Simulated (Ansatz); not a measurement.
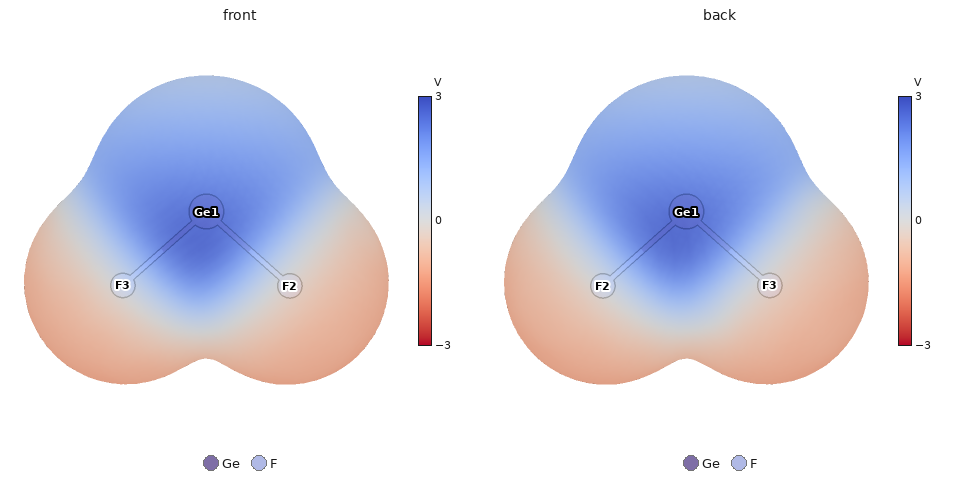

F2Ge. The electrostatic potential painted on the density surface at 0.002 e/bohr³, seen from the front and from behind; red is negative and blue positive.

Geometry: PBE0-D4/def2-TZVP.

These are results of RKS PBE0-D4/def2-TZVP (Ansatz 0.2.0), not measurements.

Input

```
crystal:
  periodic: [false, false, false]
  atoms:
    - {symbol: Ge, position_ang: [0.256071, -0.592133, 0.419410]}
    - {symbol: F, position_ang: [-0.768823, 0.757811, 0.833413]}
    - {symbol: F, position_ang: [0.512752, -0.165668, -1.252833]}
basis:
  gaussian: {orbitals: def2-TZVP, initial_orbitals: start.molden}
hamiltonian: {xc: pbe0, dispersion: d4}
output: {orbitals: {seedname: orbitals}}
```

Run with:

```sh
ansatz run in.yaml --threads 4 --pin off --events-out ev --progress --plain --max-ram 3916MiB
```

**Which sites attract a positive test charge, and which a negative one?**

A positive charge is drawn to the negative regions and a negative charge to the positive ones. The most negative region (about −1.2 V, or −28 kcal/mol for a unit charge) lies over F2 and F3, the most positive (about +2.6 V, or +60 kcal/mol for a unit charge) over Ge1.
